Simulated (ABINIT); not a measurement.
# MgO (Fm-3m): G0W0 in ABINIT against the exchange cutoff

Aim: move the exchange cutoff of a G0W0 run on MgO (Fm-3m) over a wide range.

Program: ABINIT 10.8.3. Level of theory: PBE and many-body steps on it, plane waves. Results are calculated unless marked as measured.

## 1. Starting point

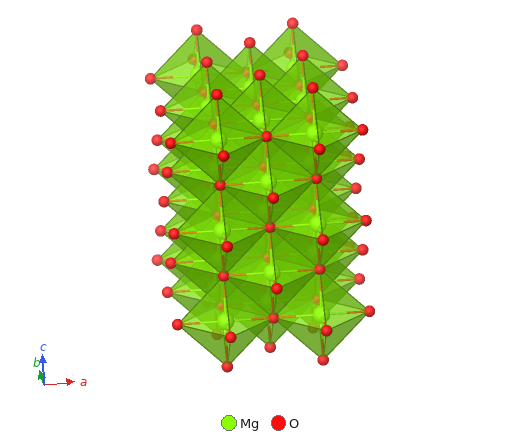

Start, viewed slightly off an axis; magnesium green, oxygen red. 1×2×2 cells are drawn. This picture shows the conventional cell, with its axes. Some periodic images of atoms are drawn too.

The cell and positions are those that the Materials Project relaxed with its own functionals (PBE, PBE+U or r2SCAN), kept fixed.

## 2. Screening, 4×4×4 mesh, 21 bands, screening to 130.6 eV

This step: ABINIT 10.8.3; RPA screening on PBE, plane waves, norm-conserving pseudopotentials.

The RPA dielectric matrix is built and inverted for each q.

run.abi

```
acell 3*1.0 Angstrom
rprim 
  -0.000000000000 2.097001392700 2.097001392700
  2.097001392700 -0.000000000000 2.097001392700
  2.097001392700 2.097001392700 -0.000000000000
ntypat 2
znucl 12 8
natom 2
typat 1 2
xred 
  0.000000000000 0.000000000000 0.000000000000
  0.500000000000 0.500000000000 0.500000000000
pp_dirpath "pseudos"
pseudos "Mg.upf, O.upf"
ecut 38
ngkpt 4 4 4
nshiftk 1
shiftk 0 0 0
kptopt 1
chksymbreak 0
istwfk *1
occopt 1
irdwfk 1
optdriver 3
nband 21
ecuteps 4.8
inclvkb 2
awtr 1
symchi 1
indata_prefix "in"
outdata_prefix "out"
tmpdata_prefix "tmp"
```

The run is started by

```bash
$ OMP_NUM_THREADS=1 mpirun -n 4 abinit run.abi > log
```

What it wrote:

```text
.Version 10.8.3 of ABINIT. v10.8.2 released Aug 2026.

 Symmetries : space group Fm -3 m (#225); Bravais cF (face-center cubic)
[... echo of the input left out ...]
== DATASET  1 ==================================================================
-   mpi_nproc: 4, omp_nthreads: 1 (-1 if OMP is not activated)

--- !DatasetInfo
iteration_state: {dtset: 1, }
dimensions: {natom: 2, nkpt: 8, mband: 21, nsppol: 1, nspinor: 1, nspden: 1, mpw: 1411, }
cutoff_energies: {ecut:  38.0, pawecutdg:  -1.0, }
electrons: {nelect:   1.60000000E+01, charge:   0.00000000E+00, occopt:   1.00000000E+00, tsmear:   1.00000000E-02, }

 SCREENING: Calculation of the susceptibility and dielectric matrices

 Based on a program developped by R.W. Godby, V. Olevano, G. Onida, and L. Reining.
 Incorporated in ABINIT by V. Olevano, G.-M. Rignanese, and M. Torrent.
.Using double precision arithmetic ; gwpc =  8

[... cell and pseudopotentials left out ...]
--------------------------------------------------------------------------------

 ==== K-mesh for the wavefunctions ====
 Number of points in the irreducible wedge :     8
[... list of points left out ...]
 Together with 48 symmetry operations and time-reversal symmetry
 yields    64 points in the full Brillouin Zone.

 ==== Q-mesh for the screening function ====
 Number of points in the irreducible wedge :     8
[... list of points left out ...]
 Together with 48 symmetry operations and time-reversal symmetry
 yields    64 points in the full Brillouin Zone.

 setmesh: FFT mesh size selected  =    24x   24x   24
          total number of points  =        13824

 vcoul_init : cutoff-mode = AUXILIARY_FUNCTION
 q-points for optical limit:   1
     1)      0.000010    0.000020    0.000030

- screening: taking advantage of time-reversal symmetry
- Maximum band index for partially occupied states nbvw = 8
- Remaining bands to be divided among processors   nbcw = 13
- Number of bands treated by each node ~3

 Number of electrons calculated from density =   16.0000; Expected =   16.0000
 average of density, n =  0.128557
 r_s =    1.2291
 omega_plasma =   34.5863 [eV]

 calculating chi0 at frequencies [eV] :
  1    0.000000E+00    0.000000E+00
  2    0.000000E+00    3.458631E+01

--------------------------------------------------------------------------------
  q-point number  1        q = ( 0.000000, 0.000000, 0.000000) [r.l.u.]
--------------------------------------------------------------------------------
[... chi0 elements left out ...]
 For q-point:  0.000010 0.000020 0.000030
  dielectric constant =   3.1408
  dielectric constant without local fields =   3.3317

  Average fulfillment of the sum rule on Im[epsilon] for q-point    1 :     19.41  [%]
[... wings left out ...]
  q-point number  2        q = ( 0.250000, 0.000000, 0.000000) [r.l.u.]
--------------------------------------------------------------------------------
[... chi0 elements left out ...]
  Average fulfillment of the sum rule on Im[epsilon] for q-point    2 :     39.94  [%]

 [... 6 further q-points ...]
```

Wall time 5.1 s (4 MPI ranks of Arm Neoverse N1, shared host); peak memory 0.35 GiB.

This step gave:

```yaml
eps_infinity_with_local_fields_on_this_mesh_along_the_program_s_q_direction: 3.141
the_same_without_local_fields: 3.332
plasma_frequency: 34.59 eV
plane_waves_in_the_screening_matrix: 59
```

Local fields lower ε∞ by 6 %. On a Γ-centred mesh this coarse the value itself is usually too large, while a short band sum pulls it down.

## 3. 3.8 Ha

This step: G0W0 on PBE, plane waves, norm-conserving pseudopotentials.

Edit run.abi of step 2 so:

```diff
@@ -23,8 +23,15 @@
 irdwfk 1
-optdriver 3
+optdriver 4
 nband 21
+gwcalctyp 0
+ecutsigx 3.8
+symsigma 1
+nkptgw 1
+kptgw 
+  0.0000000000 0.0000000000 0.0000000000
+bdgw 
+  6 12
 ecuteps 4.8
-inclvkb 2
-awtr 1
-symchi 1
+irdscr 1
+ppmodel 1
 indata_prefix "in"
```

What it wrote:

```text
.Version 10.8.3 of ABINIT. v10.8.2 released Aug 2026.

 Symmetries : space group Fm -3 m (#225); Bravais cF (face-center cubic)
[... echo of the input left out ...]
== DATASET  1 ==================================================================
-   mpi_nproc: 4, omp_nthreads: 1 (-1 if OMP is not activated)

--- !DatasetInfo
iteration_state: {dtset: 1, }
dimensions: {natom: 2, nkpt: 8, mband: 21, nsppol: 1, nspinor: 1, nspden: 1, mpw: 1411, }
cutoff_energies: {ecut:  38.0, pawecutdg:  -1.0, }
electrons: {nelect:   1.60000000E+01, charge:   0.00000000E+00, occopt:   1.00000000E+00, tsmear:   1.00000000E-02, }

 SIGMA: Calculation of the GW corrections

 Based on a program developped by R.W. Godby, V. Olevano, G. Onida, and L. Reining.
 Incorporated in ABINIT by V. Olevano, G.-M. Rignanese, and M. Torrent.
.Using double precision arithmetic ; gwpc =  8

[... cell and pseudopotentials left out ...]
--------------------------------------------------------------------------------

 ==== K-mesh for the wavefunctions ====
 Number of points in the irreducible wedge :     8
[... list of points left out ...]
 Together with 48 symmetry operations and time-reversal symmetry
 yields    64 points in the full Brillouin Zone.

 ==== Q-mesh for screening function ====
 Number of points in the irreducible wedge :     8
[... list of points left out ...]
 Together with 48 symmetry operations and time-reversal symmetry
 yields    64 points in the full Brillouin Zone.

 vcoul_init : cutoff-mode = AUXILIARY_FUNCTION
 q-points for optical limit:   1
     1)      0.000010    0.000020    0.000030
 setmesh: FFT mesh size selected  =    24x   24x   24
          total number of points  =        13824

 Number of electrons calculated from density =   16.0000; Expected =   16.0000
 average of density, n =  0.128557
 r_s =    1.2291
 omega_plasma =   34.5863 [eV]

 === KS Band Gaps ===
  >>>> For spin  1
   Minimum direct gap =   4.8948 [eV], located at k-point      :   0.0000  0.0000  0.0000
   Fundamental gap    =   4.8948 [eV], Top of valence bands at :   0.0000  0.0000  0.0000
                                       Bottom of conduction at :   0.0000  0.0000  0.0000
 SIGMA fundamental parameters:
 PLASMON POLE MODEL  1
 number of plane-waves for SigmaX                   59
 number of plane-waves for SigmaC and W             59
 number of plane-waves for wavefunctions          1411
 number of bands                                    21
 number of independent spin polarizations            1
 number of spinorial components                      1
 number of k-points in IBZ                           8
 number of q-points in IBZ                           8
 number of symmetry operations                      48
 number of k-points in BZ                           64
 number of q-points in BZ                           64
 number of frequencies for dSigma/dE                 9
 frequency step for dSigma/dE [eV]                0.25
 number of omega for Sigma on real axis              0
 max omega for Sigma on real axis  [eV]           0.00
 zcut for avoiding poles [eV]                     0.10

 EPSILON^-1 parameters (SCR file):
 dimension of the eps^-1 matrix on file             59
 dimension of the eps^-1 matrix used                59
 number of plane-waves for wavefunctions          1411
 number of bands                                    21
 number of q-points in IBZ                           8
 number of frequencies                               2
 number of real frequencies                          1
 number of imag frequencies                          1

 matrix elements of self-energy operator (all in [eV])

 Perturbative Calculation

--- !SelfEnergy_ee
iteration_state: {dtset: 1, }
kpoint     : [   0.000,    0.000,    0.000, ]
spin       : 1
KS_gap     :    4.895
QP_gap     :    6.789
Delta_QP_KS:    1.894
data: !SigmaeeData |
     Band     E0 <VxcDFT>   SigX SigC(E0)      Z dSigC/dE  Sig(E)    E-E0       E
        6   4.841 -20.158 -23.668   4.589   0.809  -0.236 -19.285   0.873   5.714
        7   4.841 -20.158 -23.668   4.589   0.809  -0.236 -19.285   0.873   5.714
        8   4.841 -20.158 -23.668   4.589   0.809  -0.236 -19.285   0.873   5.714
        9   9.736 -13.556  -7.289  -3.037   0.857  -0.167 -10.789   2.767  12.503
       10  20.877  -9.636  -3.553  -3.771   0.866  -0.155  -7.634   2.002  22.879
       11  20.877  -9.636  -3.553  -3.771   0.866  -0.155  -7.634   2.002  22.879
       12  20.877  -9.636  -3.553  -3.771   0.866  -0.155  -7.634   2.002  22.879

== END DATASET(S) ==============================================================
================================================================================

 -outvars: echo values of variables after computation  --------
           etotal      0.0000000000E+00
            nband          21
             nkpt           8
          spgroup         225
 [... the other variables as echoed above ...]

 Calculation completed.
```

The job ended after 2.8 s (4 MPI ranks; peak memory 0.09 GiB; 11 s of CPU time).

This step gave:

```
G0W0 gap on the points computed              : 6.789 eV
starting gap on the mesh                     : 4.895 eV
k of the valence top                         : 0, 0, 0
k of the conduction bottom                   : 0, 0, 0
Z at the valence top                         : 0.809
Z at the conduction bottom                   : 0.857
least direct G0W0 gap on the computed points : 6.789 eV
```

## 4. 7.6 Ha

Edit run.abi of step 3 so:

```diff
@@ -26,3 +26,3 @@
 gwcalctyp 0
-ecutsigx 3.8
+ecutsigx 7.6
 symsigma 1
```

What it wrote:

```text
.Version 10.8.3 of ABINIT. v10.8.2 released Aug 2026.

 Symmetries : space group Fm -3 m (#225); Bravais cF (face-center cubic)
[... echo of the input left out ...]
== DATASET  1 ==================================================================
-   mpi_nproc: 4, omp_nthreads: 1 (-1 if OMP is not activated)

--- !DatasetInfo
iteration_state: {dtset: 1, }
dimensions: {natom: 2, nkpt: 8, mband: 21, nsppol: 1, nspinor: 1, nspden: 1, mpw: 1411, }
cutoff_energies: {ecut:  38.0, pawecutdg:  -1.0, }
electrons: {nelect:   1.60000000E+01, charge:   0.00000000E+00, occopt:   1.00000000E+00, tsmear:   1.00000000E-02, }

 SIGMA: Calculation of the GW corrections

 Based on a program developped by R.W. Godby, V. Olevano, G. Onida, and L. Reining.
 Incorporated in ABINIT by V. Olevano, G.-M. Rignanese, and M. Torrent.
.Using double precision arithmetic ; gwpc =  8

[... cell and pseudopotentials left out ...]
--------------------------------------------------------------------------------

 ==== K-mesh for the wavefunctions ====
 Number of points in the irreducible wedge :     8
[... list of points left out ...]
 Together with 48 symmetry operations and time-reversal symmetry
 yields    64 points in the full Brillouin Zone.

 ==== Q-mesh for screening function ====
 Number of points in the irreducible wedge :     8
[... list of points left out ...]
 Together with 48 symmetry operations and time-reversal symmetry
 yields    64 points in the full Brillouin Zone.

 vcoul_init : cutoff-mode = AUXILIARY_FUNCTION
 q-points for optical limit:   1
     1)      0.000010    0.000020    0.000030
 setmesh: FFT mesh size selected  =    24x   24x   24
          total number of points  =        13824

 Number of electrons calculated from density =   16.0000; Expected =   16.0000
[...]
number of q-points in BZ                           64
 number of frequencies for dSigma/dE                 9
 frequency step for dSigma/dE [eV]                0.25
 number of omega for Sigma on real axis              0
 max omega for Sigma on real axis  [eV]           0.00
 zcut for avoiding poles [eV]                     0.10

 EPSILON^-1 parameters (SCR file):
 dimension of the eps^-1 matrix on file             59
 dimension of the eps^-1 matrix used                59
 number of plane-waves for wavefunctions          1411
 number of bands                                    21
 number of q-points in IBZ                           8
 number of frequencies                               2
 number of real frequencies                          1
 number of imag frequencies                          1

 matrix elements of self-energy operator (all in [eV])

 Perturbative Calculation

--- !SelfEnergy_ee
iteration_state: {dtset: 1, }
kpoint     : [   0.000,    0.000,    0.000, ]
spin       : 1
KS_gap     :    4.895
QP_gap     :    6.943
Delta_QP_KS:    2.049
data: !SigmaeeData |
     Band     E0 <VxcDFT>   SigX SigC(E0)      Z dSigC/dE  Sig(E)    E-E0       E
        6   4.841 -20.158 -24.822   4.589   0.809  -0.236 -20.218  -0.061   4.780
        7   4.841 -20.158 -24.822   4.589   0.809  -0.236 -20.218  -0.061   4.780
        8   4.841 -20.158 -24.822   4.589   0.809  -0.236 -20.218  -0.061   4.780
        9   9.736 -13.556  -8.199  -3.037   0.857  -0.167 -11.568   1.988  11.723
       10  20.877  -9.636  -3.652  -3.771   0.866  -0.155  -7.720   1.916  22.793
       11  20.877  -9.636  -3.652  -3.771   0.866  -0.155  -7.720   1.916  22.793
       12  20.877  -9.636  -3.652  -3.771   0.866  -0.155  -7.720   1.916  22.793

== END DATASET(S) ==============================================================
================================================================================

 -outvars: echo values of variables after computation  --------
           etotal      0.0000000000E+00
            nband          21
             nkpt           8
          spgroup         225
 [... the other variables as echoed above ...]

 Calculation completed.
```

It took 2.8 s on 4 MPI ranks; peak memory 0.09 GiB.

This step gave:

| Property | Result |
| --- | --- |
| G0W0 gap on the points computed | 6.943 eV |
| starting gap on the mesh | 4.895 eV |
| k of the valence top | 0, 0, 0 |
| k of the conduction bottom | 0, 0, 0 |
| Z at the valence top | 0.809 |
| Z at the conduction bottom | 0.857 |
| least direct G0W0 gap on the computed points | 6.943 eV |

(Continued in part 2 of 2.)

[Paths, hosts, dates, memory and timing lines, banners, echoed tables and standing remarks are left out of the program output.]

[Logs are printed without paths, hosts, clocks, repeated set-up lines and the standing remarks that a program may print on its own settings, such as how far it seeks lower states.]

[Runs of the session that timed out or met a known fault of the program may be left out.]

[Hosts, paths, dates, database ids (printed as entryN), source tags and the programs' standing remarks are cut or masked in the printed files.]

[G0W0 gaps are taken among the corrected bands and points alone; a level outside them can change the order at an edge.]

[Where Ansatz stands beside ABINIT at settings called matched, ABINIT's density can come from a denser mesh and the files from another edition; pairs whose starting gaps differed by over 0.03 eV were left out, so agreement reads better than it is.]
